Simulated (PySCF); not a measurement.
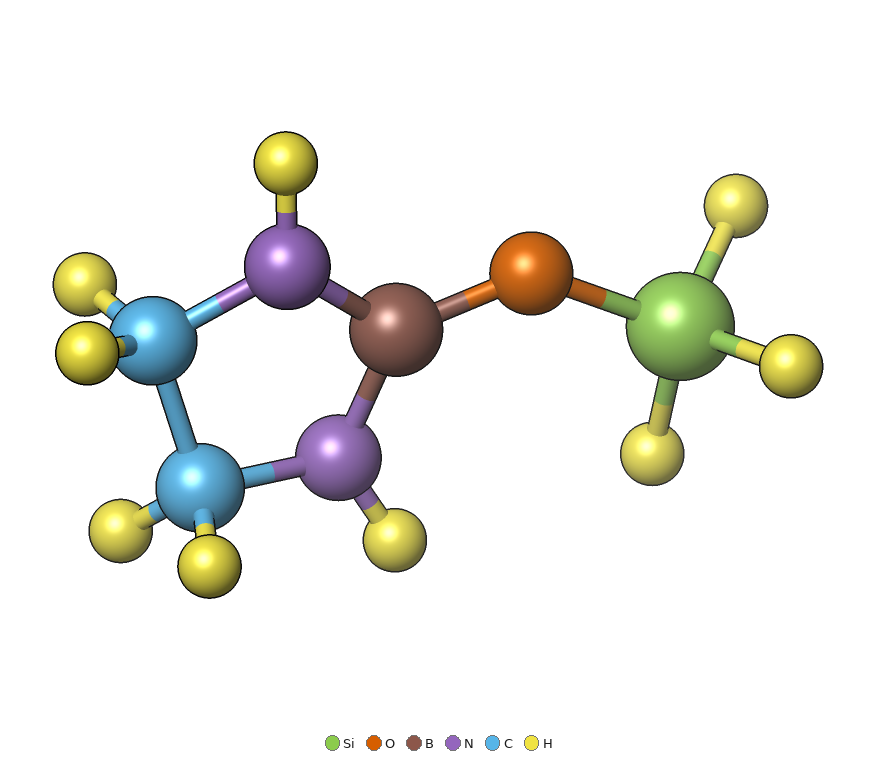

> Which formula does it have?

C2H9BN2OSi, 16 atoms: 2 carbon, 9 hydrogen, 1 boron, 2 nitrogen, 1 oxygen and 1 silicon.

> Count the bonded pairs by element.

4 C–H, 3 Si–H, 2 B–N, 2 C–N, 2 N–H, 1 O–Si, 1 B–O, 1 C–C.

> What is its SMILES?

[SiH3]OB1NCCN1

The parts below concern this one geometry. Atoms keep their numbers from picture to picture. Computed geometry: PBE0-D3(BJ)/def2-SVP optimisation. No frequency run is at hand to confirm it as a minimum.

**Geometry**

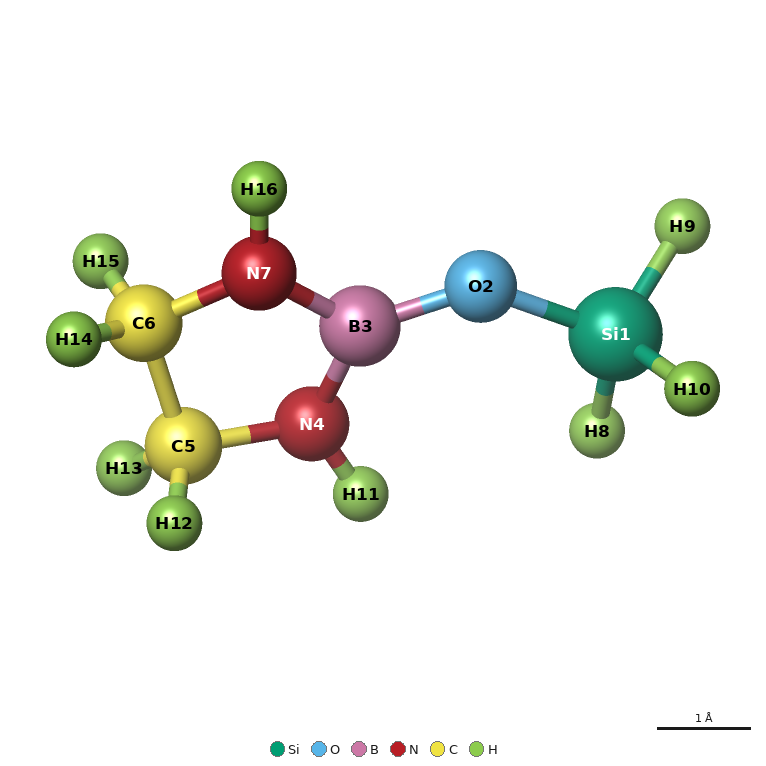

Atoms carry their numbers in the input. No frequency run is at hand to confirm it as a minimum.

Which atoms are bonded, and how long are the bonds?

| bond | length (Å) | order |
| --- | --- | --- |
| Si1–O2 | 1.657 | single |
| Si1–H8 | 1.498 | single |
| Si1–H9 | 1.490 | single |
| Si1–H10 | 1.492 | single |
| O2–B3 | 1.372 | single |
| B3–N4 | 1.429 | single |
| B3–N7 | 1.424 | single |
| N4–C5 | 1.449 | single |
| N4–H11 | 1.009 | single |
| C5–C6 | 1.538 | single |
| C5–H12 | 1.109 | single |
| C5–H13 | 1.103 | single |
| C6–N7 | 1.448 | single |
| C6–H14 | 1.103 | single |
| C6–H15 | 1.109 | single |
| N7–H16 | 1.009 | single |

**Ring current**

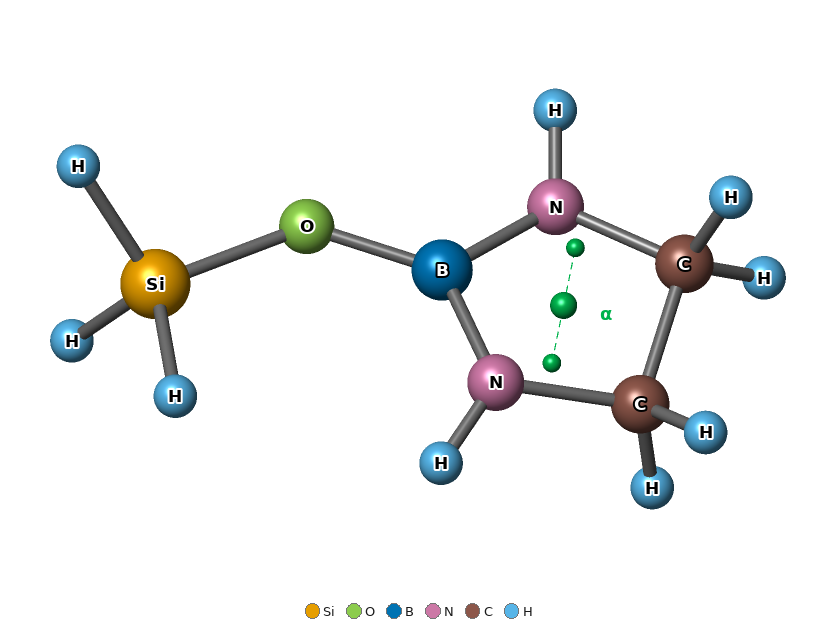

The small points mark where nucleus-independent chemical shifts (NICS) were computed: at the centre of each lettered ring and 1 Å above and below it. No frequency run is at hand to confirm it as a minimum. Method: GIAO KT2/pcSseg-1 NMR shielding, non-relativistic, gas phase (PySCF 2.14.0).

Give NICS(0), NICS(1) and the out-of-plane component NICS(1)zz for each ring (means of the two sides).

```csv
ring,members,NICS(0),NICS(1),NICS(1)zz
α,C2BN2,−6.6,−2.0,−2.2
```

Values in ppm.

> What do the values say about the ring currents?

Ring α: weak, as in a non-aromatic ring. NICS is one index among several.

**Dipole moment**

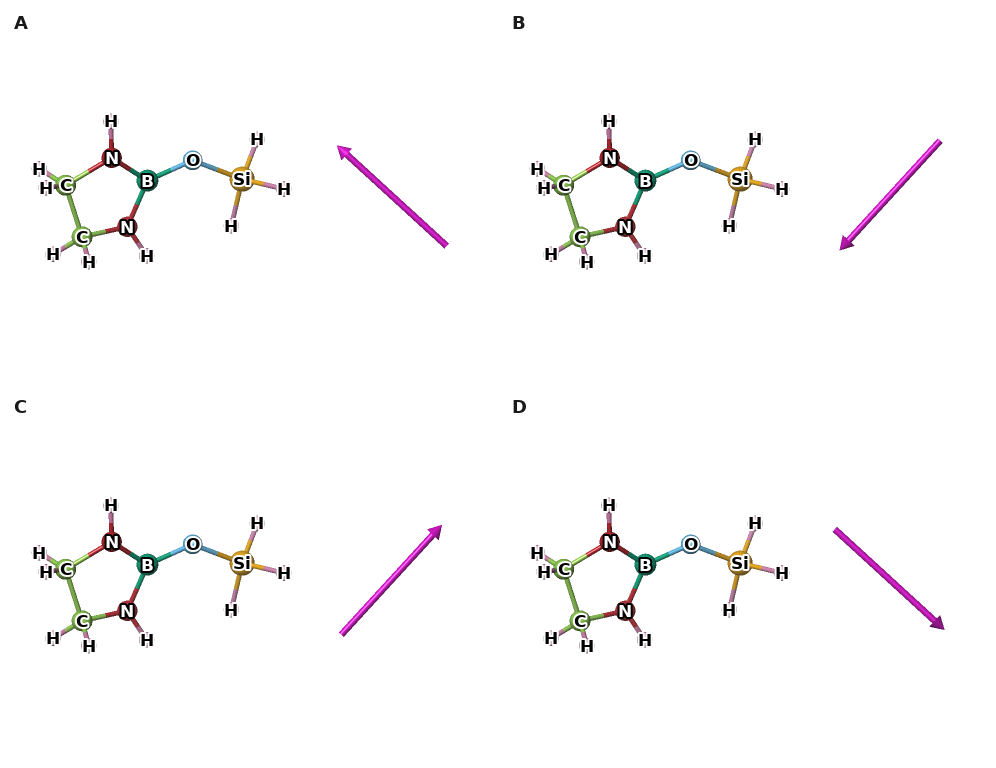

The same molecule four times, each with an arrow. No frequency run is at hand to confirm it as a minimum. Method: PBE0/pcSseg-1 in acetone (IEF-PCM) (PySCF 2.14.0).

> Which arrow points along the dipole moment, from the negative to the positive end?

B. The dipole moment is 1.58 D.

**Polarisability**

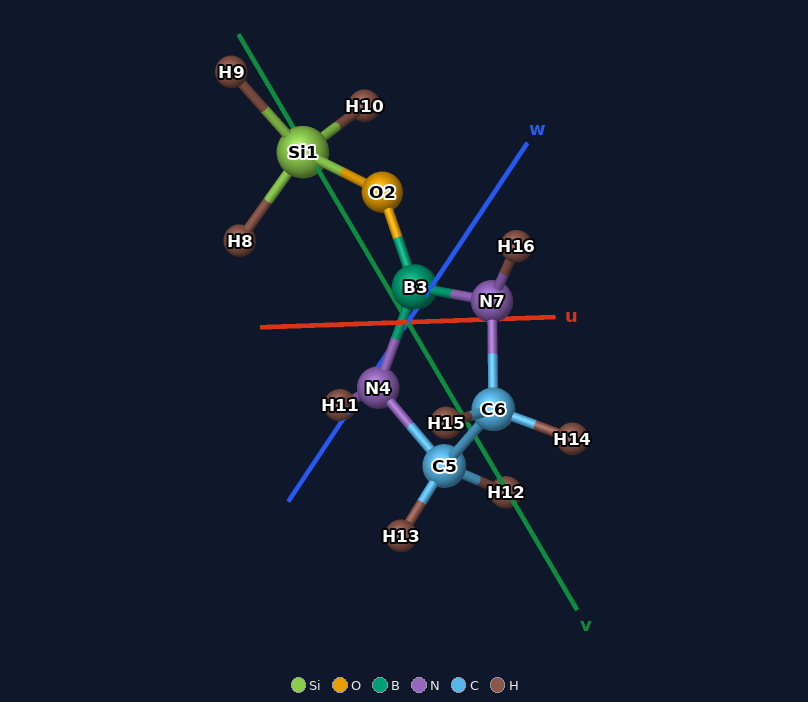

The lines u, v and w are the principal axes of the static dipole polarisability. No frequency run is at hand to confirm it as a minimum. Level of theory: PBE0/def2-SVPD (PySCF 2.14.0).

> Along which axis is the molecule most polarisable, and along which least?

Most along v (close to the long direction Si1···C6), least along u.

> Give the three principal values.

u 67.6, v 97.9, w 77.9 bohr³; mean 81.1, anisotropy 26.7 bohr³.
